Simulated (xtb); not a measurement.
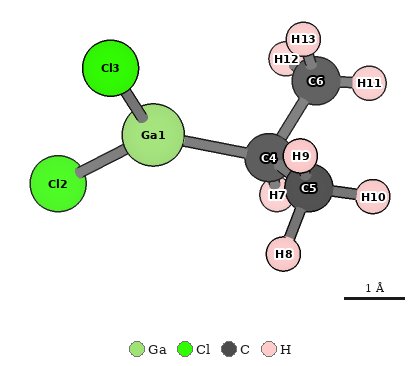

Figure 1. The starting structure (ball-and-stick view, seen at a tilt; atoms are numbered from 1 in the order of the input). Sticks mark near contacts. Bond lengths as drawn: Cl–Ga 2.10 to 2.18 Å, C–C 1.54 to 1.58 Å, C–Ga 2.03 Å and C–H 0.89 to 1.24 Å.

# C3H7Cl2Ga: geometry relaxation (part 1 of 4)

System: C3H7Cl2Ga (GaCl2(iPr)), SMILES C[CH](C)[Ga]([Cl])[Cl].
Method: GFN2-xTB (xtb 6.7.1).

Output
```
* xtb version 6.7.1
   ID    Z sym.   atoms
    1   31 ga     1
    2   17 cl     2, 3
    3    6 c      4-6
    4    1 h      7-13

           -------------------------------------------------
          |                Calculation Setup                |
           -------------------------------------------------

          program call               : xtb coord --gfn2 --opt tight -I xcontrol --parallel 1
          coordinate file            : coord
          omp threads                :                     1

           -------------------------------------------------
          |                 G F N 2 - x T B                 |
           -------------------------------------------------

      * Hamiltonian:
        H0-scaling (s, p, d)           1.850000    2.230000    2.230000
        zeta-weighting                 0.500000
      * Dispersion:
        s8                             2.700000
        a1                             0.520000
        a2                             5.000000
        s9                             5.000000
      * Repulsion:
        kExp                           1.500000    1.000000
        rExp                           1.000000
      * Coulomb:
        alpha                          2.000000
        third order                    shell-resolved
        anisotropic                    true
        a3                             3.000000
        a5                             4.000000
        cn-shift                       1.200000
        cn-exp                         4.000000
        max-rad                        5.000000

          ...................................................
          :                      SETUP                      :
          :.................................................:
          :  # basis functions                  49          :
          :  # atomic orbitals                  46          :
          :  # shells                           22          :
          :  # electrons                        36          :
          :  max. iterations                   250          :
          :  Hamiltonian                  GFN2-xTB          :
          :  restarted?                      false          :
          :  GBSA solvation                  false          :
          :  PC potential                    false          :
          :  electronic temp.          300.0000000     K    :
          :  accuracy                    1.0000000          :
          :  -> integral cutoff          0.2500000E+02      :
          :  -> integral neglect         0.1000000E-07      :
          :  -> SCF convergence          0.1000000E-05 Eh   :
          :  -> wf. convergence          0.1000000E-03 e    :
          :  Broyden damping             0.4000000          :
          :  net charge                          0          :
          :  unpaired electrons                  0          :
          ...................................................

 iter      E             dE          RMSdq      gap      omega  full diag
   1    -20.5157469 -0.205157E+02  0.113E+01    4.05       0.0  T
   2    -20.5545953 -0.388484E-01  0.787E+00    4.01       1.0  T
   3    -20.5333300  0.212653E-01  0.342E+00    3.77       1.0  T
   4    -20.5619846 -0.286546E-01  0.133E+00    3.85       1.0  T
   5    -20.5700335 -0.804894E-02  0.356E-01    3.82       1.0  T
   6    -20.5700513 -0.177972E-04  0.225E-01    3.81       1.0  T
   7    -20.5700871 -0.358129E-04  0.484E-02    3.82       1.0  T
   8    -20.5700894 -0.222073E-05  0.245E-02    3.82       1.1  T
   9    -20.5700903 -0.914353E-06  0.113E-02    3.82       2.5  T
  10    -20.5700907 -0.399196E-06  0.666E-03    3.82       4.2  T
  11    -20.5700908 -0.107698E-06  0.296E-03    3.82       9.4  T
  12    -20.5700908 -0.339007E-07  0.207E-03    3.82      13.4  T
  13    -20.5700908 -0.155888E-07  0.157E-03    3.82      17.6  T
  14    -20.5700908 -0.447530E-08  0.429E-04    3.82      64.7  T
  15    -20.5700908 -0.690701E-09  0.195E-04    3.82     142.4  T

   *** convergence criteria satisfied after 15 iterations ***

         #    Occupation            Energy/Eh            Energy/eV
      -------------------------------------------------------------
         1        2.0000           -1.0621905             -28.9037
       ...           ...                  ...                  ...
        12        2.0000           -0.4526754             -12.3179
        13        2.0000           -0.4523555             -12.3092
        14        2.0000           -0.4477779             -12.1847
        15        2.0000           -0.4463091             -12.1447
        16        2.0000           -0.4357018             -11.8560
        17        2.0000           -0.4278003             -11.6410
        18        2.0000           -0.4130254             -11.2390 (HOMO)
        19                         -0.2726300              -7.4186 (LUMO)
        20                         -0.1545854              -4.2065
        21                         -0.0385373              -1.0487
        22                         -0.0288888              -0.7861
        23                         -0.0015645              -0.0426
       ...                                ...                  ...
        46                          1.6787990              45.6824
      -------------------------------------------------------------
                  HL-Gap            0.1403954 Eh            3.8204 eV
             Fermi-level           -0.3428277 Eh           -9.3288 eV

 SCC (total)                   0 d,  0 h,  0 min,  0.030 sec
 SCC setup                      ...        0 min,  0.000 sec (  0.650%)
 Dispersion                     ...        0 min,  0.000 sec (  0.459%)
 classical contributions        ...        0 min,  0.000 sec (  0.124%)
 integral evaluation            ...        0 min,  0.004 sec ( 12.999%)
 iterations                     ...        0 min,  0.018 sec ( 59.218%)
 molecular gradient             ...        0 min,  0.008 sec ( 25.563%)
 printout                       ...        0 min,  0.000 sec (  0.854%)

         :::::::::::::::::::::::::::::::::::::::::::::::::::::
         ::                     SUMMARY                     ::
         :::::::::::::::::::::::::::::::::::::::::::::::::::::
         :: total energy             -20.355022622575 Eh    ::
         :: gradient norm              0.355702256147 Eh/a0 ::
         :: HOMO-LUMO gap              3.820352055503 eV    ::
         ::.................................................::
         :: SCC energy               -20.570049033102 Eh    ::
         :: -> isotropic ES            0.017467022845 Eh    ::
         :: -> anisotropic ES          0.000644170356 Eh    ::
         :: -> anisotropic XC          0.004658938973 Eh    ::
         :: -> dispersion             -0.009411277309 Eh    ::
         :: repulsion energy           0.215026410527 Eh    ::
         :: add. restraining           0.000000000000 Eh    ::
         :: total charge              -0.000000000000 e     ::
         :::::::::::::::::::::::::::::::::::::::::::::::::::::

      -----------------------------------------------------------
     |                   =====================                   |
     |                        A N C O P T                        |
     |                   =====================                   |
     |               Approximate Normal Coordinate               |
     |                Rational Function Optimizer                |
      -----------------------------------------------------------
      -----------------------------------------------------------
     |                   =====================                   |
     |                        A N C O P T                        |
     |                   =====================                   |
     |               Approximate Normal Coordinate               |
     |                Rational Function Optimizer                |
      -----------------------------------------------------------

          ...................................................
          :                      SETUP                      :
          :.................................................:
          :   optimization level             tight          :
          :   max. optcycles                   200          :
          :   ANC micro-cycles                  20          :
          :   degrees of freedom                33          :
          :.................................................:
          :   RF solver                   davidson          :
          :   write xtbopt.log                true          :
          :   linear?                        false          :
          :   energy convergence         0.1000000E-05 Eh   :
          :   grad. convergence          0.8000000E-03 Eh/α :
          :   maxmium RF displ.          1.0000000          :
          :   Hlow (freq-cutoff)         0.1000000E-01      :
          :   Hmax (freq-cutoff)         5.0000000          :
          :   S6 in model hess.         20.0000000          :
          ...................................................

generating ANC from exact Hessian ...
Using Lindh-Hessian (1995)
 Shifting diagonal of input Hessian by    1.0185209426579196E-002
 Lowest  eigenvalues of input Hessian
    0.010000    0.000000    0.000000    0.000000    0.000000    0.000000
    0.000000    0.010585    0.012288    0.012965    0.016770    0.017087
    0.018112    0.020743    0.024169    0.041464    0.060009    0.064416
 Highest eigenvalues
    0.978527    1.113760    1.134121    1.271039    1.335536    1.816108

........................................................................
.............................. CYCLE    1 ..............................
........................................................................

 iter      E             dE          RMSdq      gap      omega  full diag
   1    -20.5700908 -0.205701E+02  0.167E-04    3.82       0.0  T
   2    -20.5700908 -0.170388E-10  0.120E-04    3.82     231.3  T
   3    -20.5700908 -0.107718E-10  0.742E-05    3.82     373.9  T
     SCC iter.                  ...        0 min,  0.005 sec
     gradient                   ...        0 min,  0.008 sec
 * total energy  :   -20.3550226 Eh     change       -0.1033413E-09 Eh
   gradient norm :     0.3557023 Eh/α   predicted     0.0000000E+00 (-100.00%)
   displ. norm   :     0.3216706 α      lambda       -0.9179278E-01
   maximum displ.:     0.1648464 α      in ANC's #25, #33, #22, ...

........................................................................
.............................. CYCLE    2 ..............................
........................................................................

 iter      E             dE          RMSdq      gap      omega  full diag
   1    -20.5650711 -0.205651E+02  0.665E-01    3.76       0.0  T
   2    -20.5654281 -0.356957E-03  0.324E-01    3.76       1.0  T
   3    -20.5654438 -0.157422E-04  0.161E-01    3.75       1.0  T
   4    -20.5654502 -0.637084E-05  0.657E-02    3.76       1.0  T
   5    -20.5654508 -0.603426E-06  0.475E-02    3.75       1.0  T
   6    -20.5654581 -0.730714E-05  0.203E-02    3.75       1.4  T
   7    -20.5654583 -0.169013E-06  0.960E-03    3.75       2.9  T
   8    -20.5654585 -0.234426E-06  0.425E-03    3.75       6.5  T
   9    -20.5654585 -0.548152E-07  0.264E-03    3.75      10.5  T
  10    -20.5654586 -0.332586E-07  0.738E-04    3.75      37.6  T
  11    -20.5654586 -0.135338E-08  0.590E-04    3.75      47.0  T
     SCC iter.                  ...        0 min,  0.012 sec
     gradient                   ...        0 min,  0.008 sec
 * total energy  :   -20.4072341 Eh     change       -0.5221151E-01 Eh
   gradient norm :     0.0790827 Eh/α   predicted    -0.5064539E-01 (  -3.00%)
   displ. norm   :     0.2422743 α      lambda       -0.1154269E-01
   maximum displ.:     0.1166813 α      in ANC's #14, #10, #25, ...

........................................................................
.............................. CYCLE    3 ..............................
........................................................................

 iter      E             dE          RMSdq      gap      omega  full diag
   1    -20.5689411 -0.205689E+02  0.654E-01    3.68       0.0  T
   2    -20.5690291 -0.880149E-04  0.355E-01    3.69       1.0  T
   3    -20.5690251  0.401138E-05  0.846E-02    3.68       1.0  T
   4    -20.5690284 -0.323516E-05  0.579E-02    3.68       1.0  T
   5    -20.5690370 -0.861063E-05  0.146E-02    3.68       1.9  T
   6    -20.5690373 -0.286344E-06  0.119E-02    3.68       2.3  T
   7    -20.5690374 -0.158106E-06  0.375E-03    3.68       7.4  T
   8    -20.5690374 -0.370456E-07  0.178E-03    3.68      15.6  T
   9    -20.5690375 -0.105033E-07  0.111E-03    3.68      25.0  T
  10    -20.5690375 -0.427926E-08  0.203E-04    3.68     136.7  T
  11    -20.5690375 -0.680167E-10  0.128E-04    3.68     216.6  T
     SCC iter.                  ...        0 min,  0.013 sec
     gradient                   ...        0 min,  0.009 sec
 * total energy  :   -20.4136188 Eh     change       -0.6384711E-02 Eh
   gradient norm :     0.0197783 Eh/α   predicted    -0.6110107E-02 (  -4.30%)
   displ. norm   :     0.0768151 α      lambda       -0.6858818E-03
   maximum displ.:     0.0309634 α      in ANC's #5, #7, #10, ...

........................................................................
.............................. CYCLE    4 ..............................
........................................................................

 iter      E             dE          RMSdq      gap      omega  full diag
   1    -20.5669446 -0.205669E+02  0.249E-01    3.63       0.0  T
   2    -20.5669506 -0.600697E-05  0.175E-01    3.63       1.0  T
   3    -20.5669001  0.505527E-04  0.857E-02    3.63       1.0  T
   4    -20.5669561 -0.559759E-04  0.155E-02    3.63       1.8  T
   5    -20.5669565 -0.447539E-06  0.682E-03    3.63       4.1  T
   6    -20.5669566 -0.560378E-07  0.299E-03    3.63       9.3  T
   7    -20.5669566 -0.120292E-07  0.230E-03    3.63      12.1  T
   8    -20.5669566 -0.247677E-07  0.990E-04    3.63      28.0  T
   9    -20.5669566 -0.509907E-08  0.522E-04    3.63      53.1  T
     SCC iter.                  ...        0 min,  0.012 sec
     gradient                   ...        0 min,  0.008 sec
 * total energy  :   -20.4140218 Eh     change       -0.4029249E-03 Eh
   gradient norm :     0.0082831 Eh/α   predicted    -0.3449655E-03 ( -14.38%)
   displ. norm   :     0.0434091 α      lambda       -0.1958775E-03
   maximum displ.:     0.0144896 α      in ANC's #23, #6, #13, ...

........................................................................
.............................. CYCLE    5 ..............................
........................................................................

 iter      E             dE          RMSdq      gap      omega  full diag
   1    -20.5672573 -0.205673E+02  0.670E-02    3.61       0.0  T
   2    -20.5672582 -0.867987E-06  0.366E-02    3.62       1.0  T
   3    -20.5672568  0.140201E-05  0.272E-02    3.61       1.0  T
   4    -20.5672596 -0.282162E-05  0.666E-03    3.62       4.2  T
   5    -20.5672596 -0.508970E-07  0.400E-03    3.62       6.9  T
   6    -20.5672597 -0.275922E-07  0.121E-03    3.62      23.0  T
   7    -20.5672597 -0.286153E-08  0.599E-04    3.62      46.3  T
   8    -20.5672597 -0.131384E-08  0.226E-04    3.62     122.7  T
     SCC iter.                  ...        0 min,  0.010 sec
     gradient                   ...        0 min,  0.008 sec
 * total energy  :   -20.4141304 Eh     change       -0.1086258E-03 Eh
   gradient norm :     0.0037014 Eh/α   predicted    -0.9812364E-04 (  -9.67%)
   displ. norm   :     0.0340698 α      lambda       -0.5398683E-04
   maximum displ.:     0.0190679 α      in ANC's #5, #9, #4, ...
```
